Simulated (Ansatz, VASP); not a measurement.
## Cross-check of SrTiC2 between VASP and Ansatz

Wanted: the spread between two codes on one cell, functional and k mesh. The cell is invented: other elements were put on sites of a known structure type. It may not be a known or stable phase. The cell is taken from a series of VASP runs on this material, whose earlier steps may have relaxed, scaled or displaced it; both programs get it as it stands. Valence electrons are named where the data sets of a main pair hold unlike numbers.

Calculated with Ansatz 0.2.0; plane waves, with VASP 6.6.1 beside it; single point at RPBE with D4, electric field gradients at RPBE with D4 and band structure at RPBE with D4, spin-orbit coupling.

## Step 1: The structure

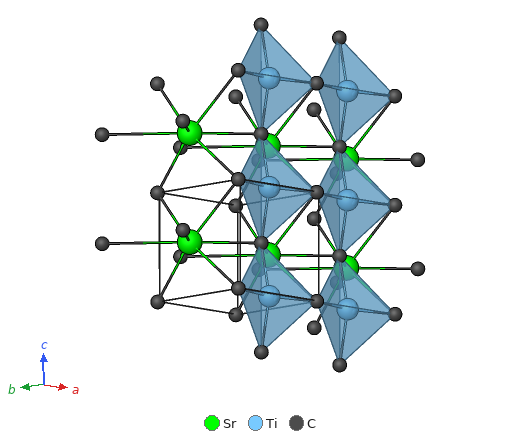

Start, viewed from a free direction; strontium green, titanium blue, carbon dark grey. 2×1×2 cells are drawn. Some periodic images of atoms are drawn too.

As a file:

```cif
data_structure
_symmetry_space_group_name_H-M 'P 1'
_symmetry_Int_Tables_number 1
_cell_length_a 4.0346
_cell_length_b 4.2017
_cell_length_c 4.0480
_cell_angle_alpha 90.000
_cell_angle_beta 90.081
_cell_angle_gamma 90.000
_cell_volume 68.62
loop_
_atom_site_label
_atom_site_type_symbol
_atom_site_fract_x
_atom_site_fract_y
_atom_site_fract_z
_atom_site_occupancy
Sr1 Sr 0.00000 0.62610 0.50000 1
Ti2 Ti 0.50000 0.12634 0.00000 1
C3 C 0.00000 0.02411 0.00000 1
C4 C 0.50000 0.22493 0.50000 1
```

## Step 2: VASP: single point, RPBE with D4

A single point gives forces, pressure and levels at one fixed geometry, so differences don't come from the geometry; what else differs is listed under the comparison.

Lines of VASP's logs that name or quote its potential files are left out, and so is its time.

INCAR

```
SYSTEM = SrTiC2
PREC = Accurate
ENCUT = 520
EDIFF = 1E-06
NELM = 100
ISMEAR = -5
SIGMA = 0.05
LREAL = .FALSE.
ALGO = Normal
GGA = RP
IVDW = 13
NBANDS = 29
LORBIT = 11
LWAVE = .FALSE.
LCHARG = .FALSE.
KPAR = 2
NEDOS = 2001
```

POSCAR

```
SrTiC2
1.0
    4.0346161303      0.0000000000      0.0009430178
    0.0000000000      4.2016994997      0.0000000000
   -0.0067034805      0.0000000000      4.0479623131
Sr Ti C
1 1 2
Direct
    0.0000000000      0.6260963311      0.5000000000
    0.5000000000      0.1263351860      0.0000000000
    0.0000000000      0.0241070137      0.0000000000
    0.5000000000      0.2249264692      0.5000000000
```

KPOINTS

```
Automatic mesh
0
Gamma
8 8 8
0 0 0
```

Potentials, in the order of the species: Sr_sv, Ti_sv and C (PBE family, release 64).

Run with:

```console
mpirun -np 2 vasp_std
```

Numbers of over 12 decimals in the logs are rounded to 6 here.

The program printed:

```text
[banner, memory and clock lines left out]
running    2 mpi-ranks, on    1 nodes
 distrk:  each k-point on    1 cores,    2 groups
 distr:  one band on    1 cores,    1 groups

 POSCAR found type information on POSCAR SrTiC
 POSCAR found :  3 types and       4 ions
|                                                                             |
|               ----> ADVICE to this user running VASP <----                  |
|                                                                             |
|     You enforced a specific xc type in the INCAR file but a different       |
|     [... a line on the potential file left out ...]
|     I HOPE YOU KNOW WHAT YOU ARE DOING!                                     |
|                                                                             |

 LDA part: xc-table for (Slater+PW92), standard interpolation
 POSCAR, INCAR and KPOINTS ok, starting setup
 FFT: planning ... GRIDC
 FFT: planning ... GRID_SOFT
 FFT: planning ... GRID
 WAVECAR not read
 entering main loop
       N       E                     dE             d eps       ncg     rms          rms(c)
DAV:   1     0.260936130976E+03    0.26094E+03   -0.13955E+04  9860   0.106E+03
DAV:   2    -0.926475620113E+00   -0.26186E+03   -0.24539E+03 10186   0.310E+02
DAV:   3    -0.287478865570E+02   -0.27821E+02   -0.27171E+02 15176   0.875E+01
DAV:   4    -0.307392668620E+02   -0.19914E+01   -0.19772E+01 13464   0.201E+01
DAV:   5    -0.308029253934E+02   -0.63659E-01   -0.63625E-01 13424   0.317E+00    0.252E+01
DAV:   6    -0.255191389312E+02    0.52838E+01   -0.15263E+01 12603   0.346E+01    0.156E+01
DAV:   7    -0.247634139694E+02    0.75572E+00   -0.92738E+00 11185   0.244E+01    0.132E+01
DAV:   8    -0.243680206022E+02    0.39539E+00   -0.77043E-01 11322   0.883E+00    0.475E+00
DAV:   9    -0.243975601343E+02   -0.29540E-01   -0.12959E-01 14027   0.222E+00    0.122E+00
DAV:  10    -0.243832310928E+02    0.14329E-01   -0.26242E-02 11455   0.148E+00    0.346E-01
DAV:  11    -0.243838136734E+02   -0.58258E-03   -0.30999E-03 13863   0.292E-01    0.178E-01
DAV:  12    -0.243841703888E+02   -0.35672E-03   -0.87794E-04 12622   0.155E-01    0.420E-02
DAV:  13    -0.243841944763E+02   -0.24087E-04   -0.77132E-05 11975   0.594E-02    0.427E-02
DAV:  14    -0.243841733524E+02    0.21124E-04   -0.33506E-05 13316   0.526E-02    0.711E-03
DAV:  15    -0.243841724786E+02    0.87379E-06   -0.70824E-06 12501   0.161E-02
   1 F= -.25760302E+02 E0= -.25760302E+02  d E =0.000000E+00
|                                                                             |
|           W    W    AA    RRRRR   N    N  II  N    N   GGGG   !!!           |
|           W    W   A  A   R    R  NN   N  II  NN   N  G    G  !!!           |
|           W    W  A    A  R    R  N N  N  II  N N  N  G       !!!           |
|           W WW W  AAAAAA  RRRRR   N  N N  II  N  N N  G  GGG   !            |
|           WW  WW  A    A  R   R   N   NN  II  N   NN  G    G                |
|           W    W  A    A  R    R  N    N  II  N    N   GGGG   !!!           |
|                                                                             |
|     Tetrahedron method does not include variations of the Fermi             |
|     occupations, so forces and stress will be inaccurate. We suggest        |
|     using a different smearing scheme ISMEAR = 1 or 2 for metals in         |
|     relaxations.                                                            |
|                                                                             |
```

OUTCAR, selected parts (step 2):

```text
ion  position               nearest neighbor table
   1  0.000  0.626  0.500-   3 2.63   3 2.63   4 2.63   4 2.63   4 3.22   4 3.22   3 3.24   3 3.24
                             2 3.54   2 3.54   2 3.55   2 3.55   2 3.55   2 3.55   2 3.55   2 3.55
   2  0.500  0.126  0.000-   3 2.06   3 2.06   4 2.07   4 2.07   1 3.54   1 3.54   1 3.55   1 3.55
                             1 3.55   1 3.55   1 3.55   1 3.55
   3  0.000  0.024  0.000-   2 2.06   2 2.06   1 2.63   1 2.63   1 3.24   1 3.24
   4  0.500  0.225  0.500-   2 2.07   2 2.07   1 2.63   1 2.63   1 3.22   1 3.22

  LATTYP: Found a simple monoclinic cell.
 ALAT       =     4.0346162405
 B/A-ratio  =     1.0414124291
 C/A-ratio  =     1.0033092672
 COS(beta)  =    -0.0014222798

 Subroutine GETGRP returns: Found  2 space group operations
 (whereof  2 operations were pure point group operations)

The static configuration has the point symmetry C_2 .

 Found    170 irreducible k-points:

   k-points           NKPTS =    170   k-points in BZ     NKDIM =    170   number of bands    NBANDS=     29

   dimension x,y,z NGX =    30 NGY =   32 NGZ =   30
   dimension x,y,z NGXF=    60 NGYF=   64 NGZF=   60

   ENCUT  =  520.0 eV  38.22 Ry    6.18 a.u.   7.50  7.81  7.53*2*pi/ulx,y,z

   NELECT =      30.0000    total number of electrons

 k-points in reciprocal lattice and weights: Automatic mesh
   0.00000000  0.00000000  0.00000000       0.002
   0.12500000  0.00000000  0.00000000       0.004
   0.25000000  0.00000000  0.00000000       0.004
   0.37500000  0.00000000  0.00000000       0.004
   0.50000000  0.00000000  0.00000000       0.002
   0.00000000  0.12500000  0.00000000       0.004
   0.12500000  0.12500000  0.00000000       0.008
   0.25000000  0.12500000  0.00000000       0.008
   0.37500000  0.12500000  0.00000000       0.008
[...]
0.37500000  0.50000000  0.50000000       0.004
   0.50000000  0.50000000  0.50000000       0.002

 average (electrostatic) potential at core
       1 -35.9221       2 -76.5877       3 -50.2061       4 -50.2005

 E-fermi :   3.9224

 k-point     1 :       0.0000    0.0000    0.0000
  band No.  band energies     occupation
    ...
     11       2.3102      2.00000
     12       2.9257      2.00000
     13       2.9372      2.00000
     14       3.2014      2.00000
     15       3.9526      1.72354
     16       3.9700      0.13278
     17       5.5880      0.00000
     18       5.8377      0.00000
     19       7.6345      0.00000
     20       7.6812      0.00000
    ...

 k-point     2 :       0.1250    0.0000    0.0000
  band No.  band energies     occupation
    ...
     12       2.6565      2.00000
     13       2.9235      2.00000
     14       3.1578      2.00000
     15       3.7865      2.01167
     16       3.8533      0.60727
     17       5.7481      0.00000
     18       5.9992      0.00000
     19       6.9180      0.00000
     20       7.6646      0.00000
     21       8.1658      0.00000
    ...

 k-point     3 :       0.2500    0.0000    0.0000
  band No.  band energies     occupation
    ...
     11       2.0535      2.00000
     12       2.5064      2.00000
     13       2.8865      2.00000
     14       2.9381      2.00000
     15       3.4827      2.00000
     16       3.8013      0.43552
     17       5.6533      0.00000
     18       6.0383      0.00000
     19       6.5619      0.00000
     20       7.7286      0.00000
    ...

  DFT-D4 for vdW energy calculation

  Edisp (eV):   -1.37613

  Total       0.06497    -0.07049     0.03287     0.00000     0.00000    -0.02298
  in kB       1.51698    -1.64578     0.76746     0.00000     0.00000    -0.53648
  external pressure =        0.21 kB  Pullay stress =        0.00 kB

  energy-cutoff  :      520.00
  volume of cell :       68.62
      direct lattice vectors                 reciprocal lattice vectors
     4.034616130  0.000000000  0.000943018     0.247854958  0.000000000  0.000410451
     0.000000000  4.201699500  0.000000000     0.000000000  0.237998934  0.000000000
    -0.006703481  0.000000000  4.047962313    -0.000057741  0.000000000  0.247037777

 POSITION                                       TOTAL-FORCE (eV/Angst)
 -----------------------------------------------------------------------------------
     -0.00335      2.63067      2.02398         0.000000      0.003693      0.000000
      2.01731      0.53082      0.00047        -0.000000      0.021857      0.000000
      0.00000      0.10129      0.00000         0.000000     -0.017190      0.000000
      2.01396      0.94507      2.02445         0.000000     -0.008360      0.000000
 -----------------------------------------------------------------------------------
    total drift:                                0.000000      0.000027      0.000001

  FREE ENERGIE OF THE ION-ELECTRON SYSTEM (eV)
  ---------------------------------------------------
  free  energy   TOTEN  =       -25.7603022206 eV

  energy  without entropy=      -25.7603022206  energy(sigma->0) =      -25.76030222

 total charge
# of ion       s       p       d       tot
------------------------------------------
    1        2.020   5.827   0.269   8.115
    2        2.230   6.225   1.930  10.385
    3        0.940   1.339   0.000   2.279
    4        0.940   1.338   0.000   2.278
--------------------------------------------------
tot          6.130  14.729   2.198  23.058

[... 3 further parts left out ...]
```

The PAW data sets were made with PBE, which is usual practice but a small mismatch for other functionals. Dispersion corrections of this kind ignore metallic screening and tend to overbind metals. With tetrahedra the forces and stress of a metal are not exact derivatives of the energy.

## Step 3: Ansatz: single point, RPBE with D4

Ansatz runs on its default PAW (the set named soft_2) files.

The same cell, functional, mesh and smearing now go to Ansatz, which takes its cutoff from its data sets.

input.yaml

```yaml
crystal:
  lattice:
    - [4.0346161303, 0.0, 0.0009430178]
    - [0.0, 4.2016994997, 0.0]
    - [-0.0067034805, 0.0, 4.0479623131]
  atoms:
    - { symbol: Sr, position: [0.0, 0.6260963311, 0.5] }
    - { symbol: Ti, position: [0.5, 0.126335186, 0.0] }
    - { symbol: C, position: [0.0, 0.0241070137, 0.0] }
    - { symbol: C, position: [0.5, 0.2249264692, 0.5] }
hamiltonian:
  xc: rpbe
  pseudopotentials: { kind: paw }
  dispersion: d4
kpoints:
  mp_grid: { grid: [8, 8, 8] }
scf:
  occupations: { method: tetrahedron }
output:
  forces: true
  stress: true
  write_density: true
  write_potential: true
  elf: true
  volumetric_format: npy
```

Run with:

```console
ansatz run input.yaml --threads 2 --pin off --max-ram 4608MiB --backend cpu --events-out ev --progress --plain --runs-dir out
```

The program printed:

```text
Warning: output.forces, output.stress, relax.cell or npt_langevin: where a Kohn–Sham band that disperses or a degenerate level is filled in part under the method tetrahedron, the forces or the stress that this run publishes need not agree with its energy (scf.occupations.method in the input reference, under Limitations); prefer a smearing scheme for the forces or the stress
Engine: ansatz 0.2.0, aarch64-unknown-linux-gnu
Pseudopotentials: kind: paw
Pseudopotential: Sr, paw, valence charge 10, recommended cutoff 420 eV (normal), Sr.paw.azcp
Pseudopotential: Ti, paw, valence charge 12, recommended cutoff 420 eV (normal), Ti.paw.azcp
Pseudopotential: C, paw, valence charge 4, recommended cutoff 420 eV (normal), C.paw.azcp
Functional definition: RPBE
  parameter kappa = 0.804
  parameter beta = 0.066725
  exchange = rpbe_x(kappa = kappa, mu = beta*pi^2/3)
  correlation = pbe_c(beta = beta)
Crystal: 4 atoms, lattice volume = 68.622 Å³
Basis set: ecut = 420 eV, 1343 PW (Γ), exchange–correlation on 54×60×60 points (8 copies of the dense FFT grid, shifted against one another)
Bands: 19, of which v1, the nominal top of the filled ones, is band 15 counted from 1 (14 counted from 0)
Symmetry: 2 space group operations
Space group: P2 (ITA 3), of the structure as read, at distance tolerance 4.1e-5 Å
k-points: 170 of 512 (time reversal used)
Non-local potential: Sr, projectors of the file, l = 0: 3, l = 1: 2, l = 2: 2
Non-local potential: Ti, projectors of the file, l = 0: 3, l = 1: 2, l = 2: 3, l = 3: 1
Non-local potential: C, projectors of the file, l = 0: 2, l = 1: 2, l = 2: 1
PAW form: soft (Blöchl's): semilocal exchange-correlation on the pseudo side does not see the compensation charge
PAW frozen core: Sr, regenerated for the run's functional, and the local potential with it (the file was generated under x = pbe(κ = 0.804, μ = 0.219515), c = pbe(β = 0.066725))
PAW frozen core: Ti, regenerated for the run's functional, and the local potential with it (the file was generated under x = pbe(κ = 0.804, μ = 0.219515), c = pbe(β = 0.066725))
PAW frozen core: C, regenerated for the run's functional, and the local potential with it (the file was generated under x = pbe(κ = 0.804, μ = 0.219515), c = pbe(β = 0.066725))
PAW one-centre angular grid: Sr, 110 points (default); XC on 64 Gauss nodes
PAW one-centre angular grid: Ti, 590 points (default); XC on 64 Gauss nodes
PAW one-centre angular grid: C, 110 points (default); XC on 64 Gauss nodes
Initial density: superposition of atomic densities (neutral atoms: chi_scale 0, normalization atom), corrected by the library's trained network
Initial wavefunctions: pseudopotential atomic-orbital guess
Functional: x = rpbe, c = pbe(β = 0.066725)
SCF iter   1: F=—  HF=-6558.828143 eV  |F-HF|=—  |Δ(HF+E_count)|=         —  Δρ=9.35e-3  dr2=4.19e-2  ethr=1.77e-3  ⟨swp⟩=7.4  Hψ=20472  notcnv=0
preconditioner: auto → Kerker (q_TF=auto, 2.377 Å⁻¹)  [metal: no gap  n_scr=18 (ndim 8)  ℏωp=20.0 eV  f_vac=0.000]
SCF iter   2: F=—  HF=-6558.826060 eV  |F-HF|=—  |Δ(HF+E_count)|=   2.08e-3  Δρ=5.14e-3  dr2=1.09e-2  ethr=1.40e-4  ⟨swp⟩=2.4  Hψ=6195  notcnv=0
SCF iter   3: F=—  HF=-6558.826734 eV  |F-HF|=—  |Δ(HF+E_count)|=   6.75e-4  Δρ=2.73e-3  dr2=4.21e-3  ethr=3.65e-5  ⟨swp⟩=2.0  Hψ=4767  notcnv=0
SCF iter   4: F=—  HF=-6558.827052 eV  |F-HF|=—  |Δ(HF+E_count)|=   3.17e-4  Δρ=5.23e-4  dr2=2.62e-4  ethr=1.40e-5  ⟨swp⟩=2.0  Hψ=4857  notcnv=0
SCF iter   5: F=—  HF=-6558.827117 eV  |F-HF|=—  |Δ(HF+E_count)|=   6.52e-5  Δρ=3.23e-4  dr2=1.10e-4  ethr=8.73e-7  ⟨swp⟩=2.1  Hψ=4979  notcnv=0
SCF iter   6: F=—  HF=-6558.827100 eV  |F-HF|=—  |Δ(HF+E_count)|=   1.64e-5  Δρ=1.47e-4  dr2=2.45e-5  ethr=3.66e-7  ⟨swp⟩=2.0  Hψ=4671  notcnv=0
SCF iter   7: F=—  HF=-6558.826994 eV  |F-HF|=—  |Δ(HF+E_count)|=   1.07e-4  Δρ=3.93e-5  dr2=2.11e-6  ethr=8.17e-8  ⟨swp⟩=2.0  Hψ=4950  notcnv=0
SCF iter   8: F=—  HF=-6558.826994 eV  |F-HF|=—  |Δ(HF+E_count)|=   4.86e-8  Δρ=1.85e-5  dr2=3.56e-7  ethr=7.03e-9  ⟨swp⟩=2.0  Hψ=4906  notcnv=0
SCF iter   9: F=-6558.826995 eV  HF=-6558.826995 eV  |F-HF|=2.47e-9  |Δ(HF+E_count)|=   1.01e-6  Δρ=3.43e-6  dr2=8.86e-9  ethr=3.33e-10  ⟨swp⟩=9.0  Hψ=21992  notcnv=0
SCF 1 converged in 9 iterations: F = -6558.826995 eV  dr2 = 8.86e-9
  greatest PAW one-centre occupation: 0.999 electrons in one spin orbital (limit 2), on the Ti atom at site 1 (counted from 0), in its partial waves of l = 0
SCF converged after 9 iterations
Stability not checked: this state was not tested for a lower state beside it, because cold or Methfessel-Paxton smearing, or corrected tetrahedra, fill the levels in a way that the test cannot read (fill_not_monotonic; see scf.lower_state_search)
Free energy (F): -6558.826995 eV
Harris-Foulkes:  -6558.826995 eV  (|F-HF|=2.47e-9)
Internal energy: -6558.826311 eV  (E = F + TS)
E sigma→0 (E₀):  -6558.826995 eV
Entropy (-TS):   -0.000684 eV (-0.171 meV/atom)
Fermi energy:    8.570801 eV
--- Per-component energies (eV) ---
  E_band       = -265.732148
  E_kinetic    = 687.191572
  E_local      = -1889.531659  (includes V_loc(G=0)·N_el)
  E_nonlocal   = 259.959433
  E_hartree    = 648.705365
  E_xc         = -366.575594
  E_vxc        = -401.439714  (∫ρ·V_xc dr)
  E_paw        = -3950.798593  (= ΣΔE_a)
  E_vpaw       = -219.320348  (= ΣTr[D̂ρ^β])
  E_aug_tail   = 0.000133  (compensation charges beyond the density's cutoff)
  E_ewald      = -1946.251651
  E_disp       = -1.376538  (pairwise vdW)
  E_core_change = -0.148778  (= ΣΔE_core)
  E_smearing   = -0.000684  (= −TS)
  E_closure    = -0.000000  (closes the sum)
  Σ components = -6558.826995   (vs F -6558.826995, Δ=0.00e0)
--- Forces (eV/Å), atoms counted from 1 ---
  atom   1  Sr     0.00000000     0.00128358     0.00000000
  atom   2  Ti     0.00000000     0.00401765     0.00000000
  atom   3  C      0.00000000    -0.02023983     0.00000000
  atom   4  C      0.00000000     0.01493869     0.00000000
  max |Σ_I F_I| component: 8.54e-8 eV/Å
--- Stress (GPa, compression-positive) ---
       -0.045148       0.000000       0.003840
        0.000000      -0.378475       0.000000
        0.003840       0.000000      -0.165654
  P = ⅓ Tr σ = -0.1964 GPa (-1.964 kbar)
--- Band table (eV; the first three rows and the last of 170) ---
  k-point 0: bands = [... 11 lower, 7.5626, 7.5756, 7.8452, 8.6082, 8.6254, 10.2352, 10.4743, 12.2872]
  k-point 1: bands = [... 11 lower, 7.3001, 7.5547, 7.7906, 8.4454, 8.5077, 10.4108, 10.6293, 11.5566]
  k-point 2: bands = [... 11 lower, 7.1549, 7.5296, 7.5592, 8.1204, 8.4726, 10.2709, 10.7250, 11.2481]
  k-point 169: bands = [... 11 lower, 5.8434, 6.3484, 7.2441, 7.2495, 9.6569, 10.4434, 10.8706, 12.0898]
```

It took 12 s on 2 threads of Arm Neoverse V2, shared host; peak memory 0.51 GiB; 24 s of CPU time.

Reading the cycles: dr2 is the Hartree energy of the density residual (eV), the measure of convergence; HF is the Harris–Foulkes estimate of the energy, which meets the free energy F at convergence.

The run ends at a pressure of -0.20 GPa, with forces up to 0.020 eV/Å.

## Step 4: Differences

Known differences besides the potentials themselves: the cutoff is 420 eV in Ansatz and 520 eV in VASP; Ansatz makes its cores anew for this functional, VASP keeps those of its PBE data sets; VASP leaves aspherical gradient terms in its spheres out (LASPH is not set), Ansatz keeps them. Total energies have different zeros and are not compared.

Both answers:

```csv
quantity,Ansatz,VASP,difference
pressure (GPa),-0.20,0.02,-0.22
pressure without Ansatz's Pulay correction (GPa),-0.33,0.02,-0.35
```

At this near-relaxed geometry the largest component of a force difference is 23 meV/Å. Ansatz's pressure holds a Pulay correction of 0.13 GPa; VASP's holds none.

(Continued in part 2 of 2.)

[Lines on the potential files, build, host, timing and source positions are cut from VASP's logs without a mark.]

[Logs are printed without paths, hosts, clocks, repeated set-up lines and the standing remarks that a program may print on its own settings, such as how far it seeks lower states.]

[Hosts, paths, dates, database ids (printed as entryN), source tags and the programs' standing remarks are cut or masked in the printed files.]
